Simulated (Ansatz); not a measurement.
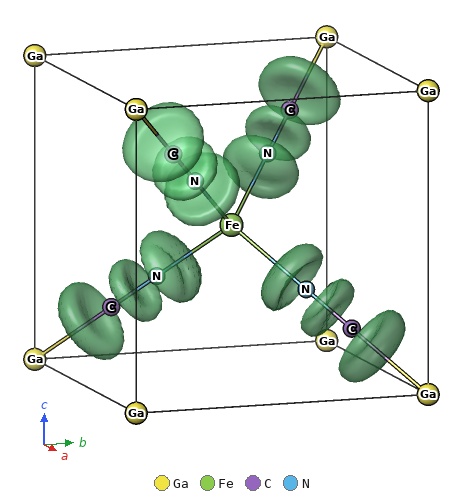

The picture shows: GaFeC4N4. Isosurface of the ELF at 0.8 (green), seen slightly off an axis. Only the valence region is drawn (cores and ρ < 0.01 e/Å³ removed). Sticks mark near contacts.

Space group P-43m; a structure generated by program, which may or may not match a known phase; spin-polarised.

The calculation used Ansatz 0.2.0, DFT PBE, scalar-relativistic, plane waves, PAW.

Core electrons are frozen (PAW), and the valence fields are smoothed inside the atomic spheres.

```
Ga Fe C N
1.0
     5.84255    0.00000    0.00000
     0.00000    5.84255    0.00000
     0.00000    0.00000    5.84255
Ga Fe C N
1 1 4 4
Direct
  0.00000 0.00000 0.00000
  0.50000 0.50000 0.50000
  0.19435 0.19435 0.19435
  0.19435 0.80565 0.80565
  0.80565 0.19435 0.80565
  0.80565 0.80565 0.19435
  0.30986 0.30986 0.30986
  0.30986 0.69014 0.69014
  0.69014 0.30986 0.69014
  0.69014 0.69014 0.30986
```

Question: Identify the bonds, lone pairs and shells in this picture.

Answer: The surface consists of four regions between bonded C–N atoms (shared pairs), four lobes of the valence shell of C pointing towards Ga (polar bonds) and four lobes of the valence shell of N pointing towards Fe, counted in one cell of 10 atoms. Any copies at cell faces, edges or corners count once.

Values along the shortest contacts:
C–N (1.17 Å): the ELF peaks at about 0.85 between the atoms (inside overlapping PAW spheres, so only a guide) (a multiple bond). Fe–N (1.92 Å): the ELF peaks at about 0.90 in the valence shell of N, 0.6 Å from its nucleus, and is about 0.20 at the midpoint: no localised pair shows between them.

Question: Which magnetic arrangement did the calculation end in?

Answer: Parallel moments, as they must be, since the calculation's own cell holds one magnetic site; site moments Fe: +2.3 μB in one cell of 10 atoms.
